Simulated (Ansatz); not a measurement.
## Electronic structure of C2H8InN in real space

```yaml
atoms:
  - { symbol: In, position_ang: [-0.0195, -0.1688, -0.7533] }
  - { symbol: N, position_ang: [0.8239, 0.3638, 1.5312] }
  - { symbol: C, position_ang: [1.4153, -1.4421, -1.2903] }
  - { symbol: H, position_ang: [1.6163, -0.2484, 1.6437] }
  - { symbol: C, position_ang: [-1.9850, 0.7161, -0.5285] }
  - { symbol: H, position_ang: [0.1771, 0.1655, 2.2771] }
  - { symbol: H, position_ang: [1.1491, 1.3087, 1.6560] }
  - { symbol: H, position_ang: [1.4544, -1.8654, -2.2889] }
  - { symbol: H, position_ang: [2.3704, -1.4440, -0.7705] }
  - { symbol: H, position_ang: [-2.5264, 0.2489, 0.2961] }
  - { symbol: H, position_ang: [-1.9068, 1.7868, -0.3329] }
  - { symbol: H, position_ang: [-2.5687, 0.5786, -1.4396] }
```

Core potentials replace the inner electrons of In.

The calculation used RHF/def2-SVP (Ansatz).

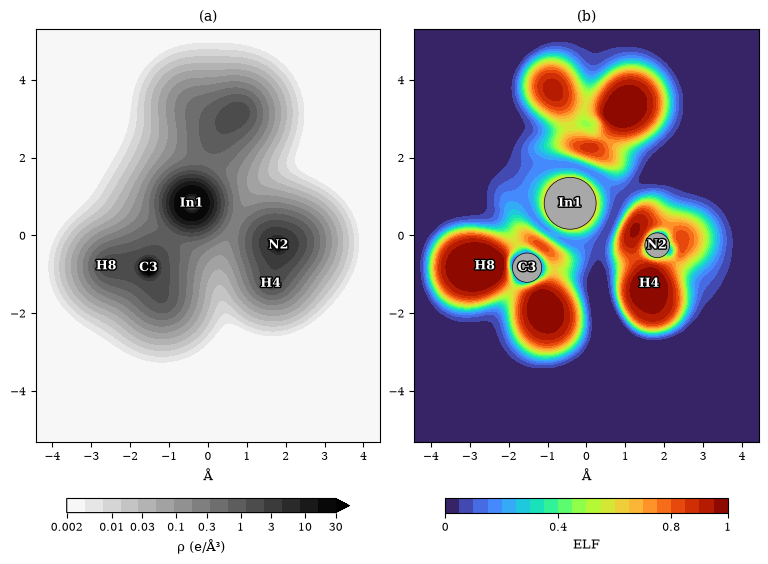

Figure 1. (a) electron density; (b) ELF on the plane of atoms In1, C3 and H8. Grey discs cover the atomic cores in the ELF map.

Read the bonding off the picture.

The plane passes through In, N, C and H nuclei. C–In (1.99 Å): ρ is about 0.85 e/Å³ halfway; the ELF peaks at about 0.85 in the valence shell of C, 0.7 Å from its nucleus, and drops to about 0.20 between the two atoms. In–N (2.49 Å): ρ is about 0.25 e/Å³ halfway; the ELF peaks at about 0.95 in the valence shell of N, 0.7 Å from its nucleus, and drops to about 0.05 between the two atoms. N–H (1.01 Å): the density is about 2.9 e/Å³ at the midpoint; the ELF climbs to about 1 towards the hydrogen, as it does in any bond to H: a covalent bond by its length. C–H (1.09 Å): ρ at the midpoint is about 1.9 e/Å³; the ELF climbs to about 1 towards the hydrogen (an ordinary covalent bond to hydrogen).

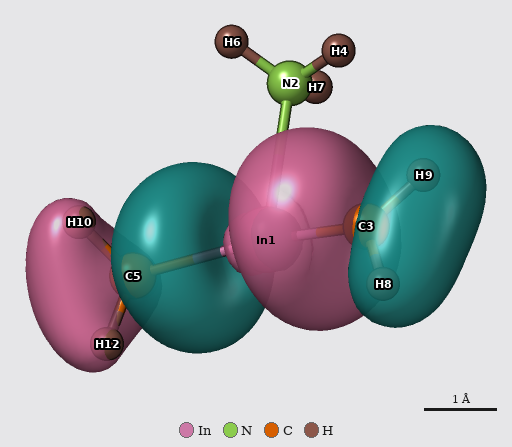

Figure 2. The HOMO−1 at ±0.08 Å⁻³ᐟ² (teal and pink are the two phases), seen at an oblique angle.

What is the character of this orbital?

Its weight (Hirshfeld) is mainly on C3 (about 30 %), C5 (about 25 %) and In1 (about 25 %). Its energy is −10.09 eV.

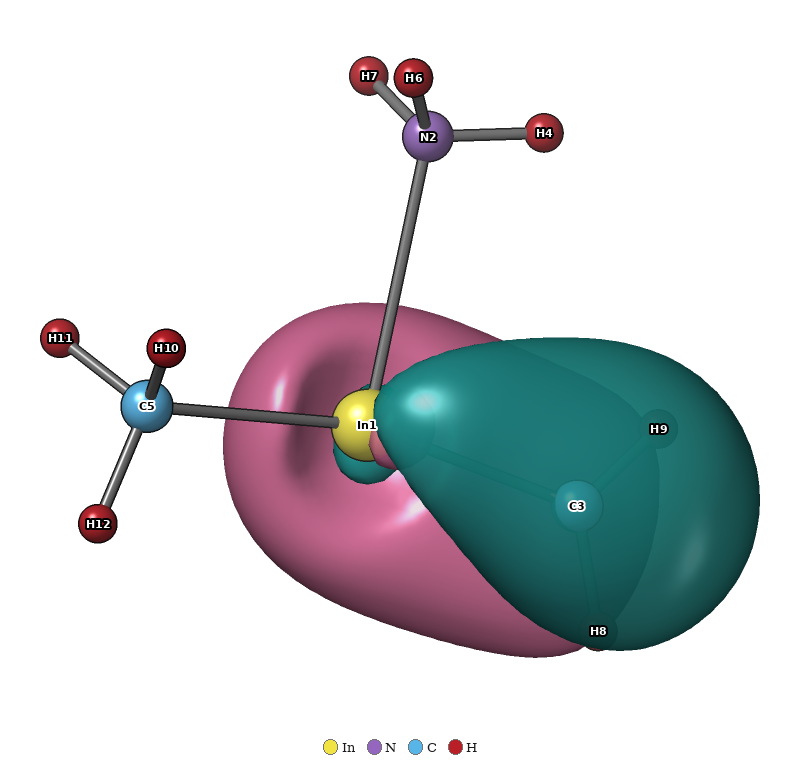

Figure 3. The HOMO at ±0.1 Å⁻³ᐟ² (teal and pink are the two phases), seen at an oblique angle.

Describe this orbital and give its energy.

It lies mainly on C3 (about 55 %) and In1 (about 35 %). Its energy is −5.98 eV.
